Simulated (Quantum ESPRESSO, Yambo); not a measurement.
# Beyond one shot: AlN (P6_3mc), part 2 of 2

Aim: iterate the self-energy on AlN (P6_3mc) and follow the gap from cycle to cycle.

Quantum ESPRESSO 7.5 and Yambo 5.3.0; PBE and many-body steps on it, plane waves. Known limits of the many-body steps: not at the basis limit; coarse k mesh.

So far. Step 5 (evGW0, cycle 1): Against G0W0 in Yambo (3×3×4 mesh, 102 bands, screening to 129.3 eV, Godby-Needs plasmon pole), the gap moves by +0.172 eV. Step 6 (evGW0, cycle 2): Against the cycle before, the gap moves by +0.023 eV.

The database entry behind the starting cell differs from later determinations by our own check (inner coordinate u about 0.002 short), so it need not match the best structure at ambient conditions.

## Step 7: evGW0, cycle 3

Level of this step: evGW0 on PBE, plane waves, norm-conserving pseudopotentials (Yambo).

The input, gw4.in:

```
HF_and_locXC
gw0
dyson
ppa
em1d
rim_cut
RandQpts= 1000000
RandGvec= 1 RL
EXXRLvcs= 72 Ry
VXCRLvcs= 288 Ry
Chimod= "HARTREE"
% BndsRnXp
 1 | 102 |
%
NGsBlkXp= 9.5 Ry
% LongDrXp
 1 | 1 | 1 |
%
% GbndRnge
 1 | 102 |
%
DysSolver= "n"
ExtendOut
PPAPntXp= 27.21138 eV
% QPkrange
 1 | 10 | 3 | 14 |
%
GfnQPdb= "E < ./gw3_fix/ndb.QP"
```

Command:

```sh
> OMP_NUM_THREADS=1 mpirun -n 4 yambo -F gw4.in -J gw4,gw1_W -C gw4 > gw4.log
```

The log of the run:

```text
 Yambo, version 5.3.0

 [02] CORE Variables Setup
 =========================

  [... cell, symmetries and grids as in the set-up ...]

  [02.05] Energies & Occupations
  ==============================

  [X] === General ===
  [X] Electronic Temperature                        :  0.000000  0.000000 [eV K]
  [X] Bosonic    Temperature                        :  0.000000  0.000000 [eV K]
  [X] Finite Temperature mode                       : no
  [X] El. density                                   :  0.38275E+24 [cm-3]
[...]
Sx RL components                                 :  2875

   QP @ state[ 1 ] K range                          :   1  10
   QP @ state[ 1 ] b range                          :   3  14
   GF energies kind                                 : Perdew, Burke & Ernzerhof(X)+Perdew, Burke & Ernzerhof(C)+ E < ./gw1/ndb.QP + @E Fit+ E < ./gw2_fix/
   GF WF`s kind                                     : Perdew, Burke & Ernzerhof(X)+Perdew, Burke & Ernzerhof(C)
   Xs energies kind                                 : Perdew, Burke & Ernzerhof(X)+Perdew, Burke & Ernzerhof(C)
   Xs WF`s kind                                     : Perdew, Burke & Ernzerhof(X)+Perdew, Burke & Ernzerhof(C)

 [13] Game Over & Game summary
```

Run time: 2 min. Hardware: 4 MPI ranks of Arm Neoverse V1, shared host; peak memory 1.4 GiB.

Numbers from this step:

* quasiparticle gap on the mesh: 5.701 eV
* gap of the density functional on the mesh: 4.221 eV
* k of the valence top: 0, 0, 0
* k of the conduction bottom: 0, 0, 0
* least direct quasiparticle gap on the computed points: 5.701 eV

Against the cycle before, the gap moves by +0.003 eV.

The program's own table gives 5.942 eV, which is too large where the input levels are shifted: this version takes Σc at the unshifted level E₀, yet steps from the shifted one. The value above is the Newton step from E₀, E₀ + Z(Σc + Σx − Vxc), rebuilt from the printed columns.

## Step 8: evGW, cycle 1

This step: evGW on PBE, plane waves, norm-conserving pseudopotentials.

gw5.in, as its differences from gw4.in of step 7:

```diff
@@ -27,2 +27,3 @@
 %
-GfnQPdb= "E < ./gw3_fix/ndb.QP"
+GfnQPdb= "E < ./gw1/ndb.QP"
+XfnQPdb= "E < ./gw1/ndb.QP"
```

Command:

```sh
> OMP_NUM_THREADS=1 mpirun -n 4 yambo -F gw5.in -J gw5 -C gw5 > gw5.log
```

The log of the run:

```text
 Yambo, version 5.3.0

 [02] CORE Variables Setup
 =========================

  [... cell, symmetries and grids as in the set-up ...]

  [02.05] Energies & Occupations
  ==============================

  [X] === General ===
  [X] Electronic Temperature                        :  0.000000  0.000000 [eV K]
  [X] Bosonic    Temperature                        :  0.000000  0.000000 [eV K]
  [X] Finite Temperature mode                       : no
  [X] El. density                                   :  0.38275E+24 [cm-3]
[...]
Sx RL components                                 :  2875

   QP @ state[ 1 ] K range                          :   1  10
   QP @ state[ 1 ] b range                          :   3  14
   GF energies kind                                 : Perdew, Burke & Ernzerhof(X)+Perdew, Burke & Ernzerhof(C)+ E < ./gw1/ndb.QP + @E Fit
   GF WF`s kind                                     : Perdew, Burke & Ernzerhof(X)+Perdew, Burke & Ernzerhof(C)
   Xs energies kind                                 : Perdew, Burke & Ernzerhof(X)+Perdew, Burke & Ernzerhof(C)
   Xs WF`s kind                                     : Perdew, Burke & Ernzerhof(X)+Perdew, Burke & Ernzerhof(C)

 [15] Game Over & Game summary
```

The job ended after 2.2 min (4 MPI ranks; peak memory 1.4 GiB).

Numbers from this step:

| Quantity | Value |
| --- | --- |
| quasiparticle gap on the mesh | 5.949 eV |
| gap of the density functional on the mesh | 4.221 eV |
| k of the valence top | 0, 0, 0 |
| k of the conduction bottom | 0, 0, 0 |
| least direct quasiparticle gap on the computed points | 5.949 eV |

Against G0W0 in Yambo (3×3×4 mesh, 102 bands, screening to 129.3 eV, Godby-Needs plasmon pole), the gap moves by +0.447 eV.

The program's own table gives 6.143 eV, which is too large where the input levels are shifted: this version takes Σc at the unshifted level E₀, yet steps from the shifted one. The value above is the Newton step from E₀, E₀ + Z(Σc + Σx − Vxc), rebuilt from the printed columns.

## Step 9: evGW, cycle 2

gw6.in, as its differences from gw5.in of step 8:

```diff
@@ -27,3 +27,3 @@
 %
-GfnQPdb= "E < ./gw1/ndb.QP"
-XfnQPdb= "E < ./gw1/ndb.QP"
+GfnQPdb= "E < ./gw5_fix/ndb.QP"
+XfnQPdb= "E < ./gw5_fix/ndb.QP"
```

Command:

```sh
> OMP_NUM_THREADS=1 mpirun -n 4 yambo -F gw6.in -J gw6 -C gw6 > gw6.log
```

The log of the run:

```text
 Yambo, version 5.3.0

 [02] CORE Variables Setup
 =========================

  [... cell, symmetries and grids as in the set-up ...]

  [02.05] Energies & Occupations
  ==============================

  [X] === General ===
  [X] Electronic Temperature                        :  0.000000  0.000000 [eV K]
  [X] Bosonic    Temperature                        :  0.000000  0.000000 [eV K]
  [X] Finite Temperature mode                       : no
  [X] El. density                                   :  0.38275E+24 [cm-3]
[...]
Sx RL components                                 :  2875

   QP @ state[ 1 ] K range                          :   1  10
   QP @ state[ 1 ] b range                          :   3  14
   GF energies kind                                 : Perdew, Burke & Ernzerhof(X)+Perdew, Burke & Ernzerhof(C)+ E < ./gw1/ndb.QP + @E Fit+ E < ./gw5_fix/
   GF WF`s kind                                     : Perdew, Burke & Ernzerhof(X)+Perdew, Burke & Ernzerhof(C)
   Xs energies kind                                 : Perdew, Burke & Ernzerhof(X)+Perdew, Burke & Ernzerhof(C)
   Xs WF`s kind                                     : Perdew, Burke & Ernzerhof(X)+Perdew, Burke & Ernzerhof(C)

 [15] Game Over & Game summary
```

Elapsed: 2.2 min, on 4 MPI ranks; peak memory 1.4 GiB.

Numbers from this step:

```yaml
quasiparticle_gap_on_the_mesh: 6.087 eV
gap_of_the_density_functional_on_the_mesh: 4.221 eV
k_of_the_valence_top: 0, 0, 0
k_of_the_conduction_bottom: 0, 0, 0
least_direct_quasiparticle_gap_on_the_computed_points: 6.087 eV
```

Against the cycle before, the gap moves by +0.138 eV.

The program's own table gives 6.334 eV, which is too large where the input levels are shifted: this version takes Σc at the unshifted level E₀, yet steps from the shifted one. The value above is the Newton step from E₀, E₀ + Z(Σc + Σx − Vxc), rebuilt from the printed columns.

## Step 10: evGW, cycle 3

gw7.in, as its differences from gw6.in of step 9:

```diff
@@ -27,3 +27,3 @@
 %
-GfnQPdb= "E < ./gw5_fix/ndb.QP"
-XfnQPdb= "E < ./gw5_fix/ndb.QP"
+GfnQPdb= "E < ./gw6_fix/ndb.QP"
+XfnQPdb= "E < ./gw6_fix/ndb.QP"
```

Command:

```sh
> OMP_NUM_THREADS=1 mpirun -n 4 yambo -F gw7.in -J gw7 -C gw7 > gw7.log
```

The log of the run:

```text
 Yambo, version 5.3.0

 [02] CORE Variables Setup
 =========================

  [... cell, symmetries and grids as in the set-up ...]

  [02.05] Energies & Occupations
  ==============================

  [X] === General ===
  [X] Electronic Temperature                        :  0.000000  0.000000 [eV K]
  [X] Bosonic    Temperature                        :  0.000000  0.000000 [eV K]
  [X] Finite Temperature mode                       : no
  [X] El. density                                   :  0.38275E+24 [cm-3]
[...]
Sx RL components                                 :  2875

   QP @ state[ 1 ] K range                          :   1  10
   QP @ state[ 1 ] b range                          :   3  14
   GF energies kind                                 : Perdew, Burke & Ernzerhof(X)+Perdew, Burke & Ernzerhof(C)+ E < ./gw1/ndb.QP + @E Fit+ E < ./gw5_fix/
   GF WF`s kind                                     : Perdew, Burke & Ernzerhof(X)+Perdew, Burke & Ernzerhof(C)
   Xs energies kind                                 : Perdew, Burke & Ernzerhof(X)+Perdew, Burke & Ernzerhof(C)
   Xs WF`s kind                                     : Perdew, Burke & Ernzerhof(X)+Perdew, Burke & Ernzerhof(C)

 [15] Game Over & Game summary
```

Run time: 2.2 min. Hardware: 4 MPI ranks; peak memory 1.4 GiB.

Numbers from this step:

- quasiparticle gap on the mesh: 6.127 eV
- gap of the density functional on the mesh: 4.221 eV
- k of the valence top: 0, 0, 0
- k of the conduction bottom: 0, 0, 0
- least direct quasiparticle gap on the computed points: 6.127 eV

Against the cycle before, the gap moves by +0.040 eV.

The program's own table gives 6.390 eV, which is too large where the input levels are shifted: this version takes Σc at the unshifted level E₀, yet steps from the shifted one. The value above is the Newton step from E₀, E₀ + Z(Σc + Σx − Vxc), rebuilt from the printed columns.

## Step 11: evGW, cycle 4

gw8.in, as its differences from gw7.in of step 10:

```diff
@@ -27,3 +27,3 @@
 %
-GfnQPdb= "E < ./gw6_fix/ndb.QP"
-XfnQPdb= "E < ./gw6_fix/ndb.QP"
+GfnQPdb= "E < ./gw7_fix/ndb.QP"
+XfnQPdb= "E < ./gw7_fix/ndb.QP"
```

Command:

```sh
> OMP_NUM_THREADS=1 mpirun -n 4 yambo -F gw8.in -J gw8 -C gw8 > gw8.log
```

The log of the run:

```text
 Yambo, version 5.3.0

 [02] CORE Variables Setup
 =========================

  [... cell, symmetries and grids as in the set-up ...]

  [02.05] Energies & Occupations
  ==============================

  [X] === General ===
  [X] Electronic Temperature                        :  0.000000  0.000000 [eV K]
  [X] Bosonic    Temperature                        :  0.000000  0.000000 [eV K]
  [X] Finite Temperature mode                       : no
  [X] El. density                                   :  0.38275E+24 [cm-3]
[...]
Sx RL components                                 :  2875

   QP @ state[ 1 ] K range                          :   1  10
   QP @ state[ 1 ] b range                          :   3  14
   GF energies kind                                 : Perdew, Burke & Ernzerhof(X)+Perdew, Burke & Ernzerhof(C)+ E < ./gw1/ndb.QP + @E Fit+ E < ./gw5_fix/
   GF WF`s kind                                     : Perdew, Burke & Ernzerhof(X)+Perdew, Burke & Ernzerhof(C)
   Xs energies kind                                 : Perdew, Burke & Ernzerhof(X)+Perdew, Burke & Ernzerhof(C)
   Xs WF`s kind                                     : Perdew, Burke & Ernzerhof(X)+Perdew, Burke & Ernzerhof(C)

 [15] Game Over & Game summary
```

Run time: 2.2 min. Hardware: 4 MPI ranks; peak memory 1.4 GiB; 8.9 min of CPU time.

This step gave:

| Item | Value |
| --- | --- |
| quasiparticle gap on the mesh | 6.139 eV |
| gap of the density functional on the mesh | 4.221 eV |
| k of the valence top | 0, 0, 0 |
| k of the conduction bottom | 0, 0, 0 |
| least direct quasiparticle gap on the computed points | 6.139 eV |

Against the cycle before, the gap moves by +0.012 eV.

The program's own table gives 6.406 eV, which is too large where the input levels are shifted: this version takes Σc at the unshifted level E₀, yet steps from the shifted one. The value above is the Newton step from E₀, E₀ + Z(Σc + Σx − Vxc), rebuilt from the printed columns.

## Step 12: evGW, cycle 5

gw9.in, as its differences from gw8.in of step 11:

```diff
@@ -27,3 +27,3 @@
 %
-GfnQPdb= "E < ./gw7_fix/ndb.QP"
-XfnQPdb= "E < ./gw7_fix/ndb.QP"
+GfnQPdb= "E < ./gw8_fix/ndb.QP"
+XfnQPdb= "E < ./gw8_fix/ndb.QP"
```

Command:

```sh
> OMP_NUM_THREADS=1 mpirun -n 4 yambo -F gw9.in -J gw9 -C gw9 > gw9.log
```

The log of the run:

```text
 Yambo, version 5.3.0

 [02] CORE Variables Setup
 =========================

  [... cell, symmetries and grids as in the set-up ...]

  [02.05] Energies & Occupations
  ==============================

  [X] === General ===
  [X] Electronic Temperature                        :  0.000000  0.000000 [eV K]
  [X] Bosonic    Temperature                        :  0.000000  0.000000 [eV K]
  [X] Finite Temperature mode                       : no
  [X] El. density                                   :  0.38275E+24 [cm-3]
[...]
Sx RL components                                 :  2875

   QP @ state[ 1 ] K range                          :   1  10
   QP @ state[ 1 ] b range                          :   3  14
   GF energies kind                                 : Perdew, Burke & Ernzerhof(X)+Perdew, Burke & Ernzerhof(C)+ E < ./gw1/ndb.QP + @E Fit+ E < ./gw5_fix/
   GF WF`s kind                                     : Perdew, Burke & Ernzerhof(X)+Perdew, Burke & Ernzerhof(C)
   Xs energies kind                                 : Perdew, Burke & Ernzerhof(X)+Perdew, Burke & Ernzerhof(C)
   Xs WF`s kind                                     : Perdew, Burke & Ernzerhof(X)+Perdew, Burke & Ernzerhof(C)

 [15] Game Over & Game summary
```

Run time: 2.2 min. Hardware: 4 MPI ranks; peak memory 1.4 GiB; 8.8 min of CPU time.

Numbers from this step:

| Item | Value |
| --- | --- |
| quasiparticle gap on the mesh | 6.143 eV |
| gap of the density functional on the mesh | 4.221 eV |
| k of the valence top | 0, 0, 0 |
| k of the conduction bottom | 0, 0, 0 |
| least direct quasiparticle gap on the computed points | 6.143 eV |

Against the cycle before, the gap moves by +0.004 eV.

The program's own table gives 6.411 eV, which is too large where the input levels are shifted: this version takes Σc at the unshifted level E₀, yet steps from the shifted one. The value above is the Newton step from E₀, E₀ + Z(Σc + Σx − Vxc), rebuilt from the printed columns.

## Step 13: Side by side

Times are wall times on 4 MPI ranks of Arm Neoverse V1, shared host, good to a factor of about two.

```csv
run,mesh,bands,screening cutoff (eV),DFT gap (eV),gap on the mesh (eV),direct (eV),time
G0W0,3×3×4,102,129.3,4.221,5.503,5.503,2.2 min
"evGW0, cycle 1",3×3×4,102,129.3,4.221,5.675,5.675,2 min
"evGW0, cycle 2",3×3×4,102,129.3,4.221,5.698,5.698,2 min
"evGW0, cycle 3",3×3×4,102,129.3,4.221,5.701,5.701,2 min
"evGW, cycle 1",3×3×4,102,129.3,4.221,5.949,5.949,2.2 min
"evGW, cycle 2",3×3×4,102,129.3,4.221,6.087,6.087,2.2 min
"evGW, cycle 3",3×3×4,102,129.3,4.221,6.127,6.127,2.2 min
"evGW, cycle 4",3×3×4,102,129.3,4.221,6.139,6.139,2.2 min
"evGW, cycle 5",3×3×4,102,129.3,4.221,6.143,6.143,2.2 min
```

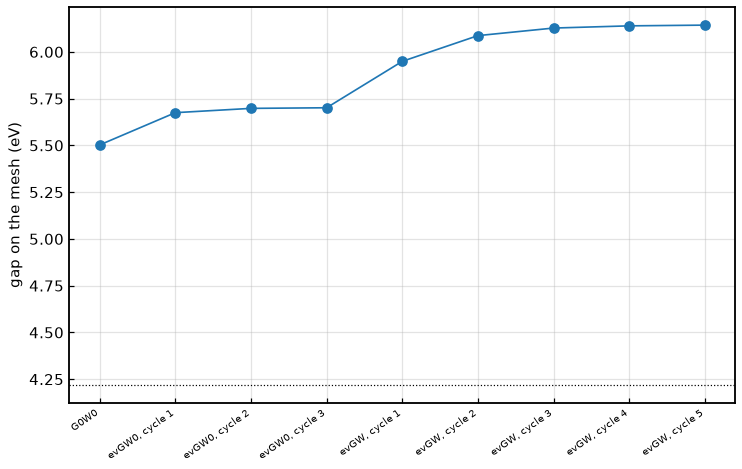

The gap through the cycles; the dotted line is the starting gap.

## Step 14: Results

- G0W0: 5.503 eV
- evGW0, cycle 1: 5.675 eV
- evGW0, cycle 2: 5.698 eV
- evGW0, cycle 3: 5.701 eV
- evGW, cycle 1: 5.949 eV
- evGW, cycle 2: 6.087 eV
- evGW, cycle 3: 6.127 eV
- evGW, cycle 4: 6.139 eV
- evGW, cycle 5: 6.143 eV
- known limits: not at the basis limit; coarse k mesh

What this shows: evGW0 ends at 5.70 eV, +0.20 eV from G0W0, after 3 cycles that took 5.9 min beside the first screening; the last moved the gap by 0.003 eV. evGW ends at 6.14 eV, +0.64 eV from G0W0, after 5 cycles that took 11 min beside the first screening; the last moved the gap by 0.004 eV. Bands and cutoff are finite, so the gap is not at the basis limit. The miss can reach some tenths of an eV and take either sign; the mesh is an error of its own. The 3×3×4 mesh is coarse for this cell, which bears on the long-range parts of exchange and screening.

[Paths, hosts, dates, memory and timing lines, banners, echoed tables and standing remarks are left out of the program output.]

[Logs are printed without paths, hosts, clocks, repeated set-up lines and the standing remarks that a program may print on its own settings, such as how far it seeks lower states.]

[Runs of the session that timed out or met a known fault of the program may be left out.]

[Hosts, paths, dates, database ids (printed as entryN), source tags and the programs' standing remarks are cut or masked in the printed files.]
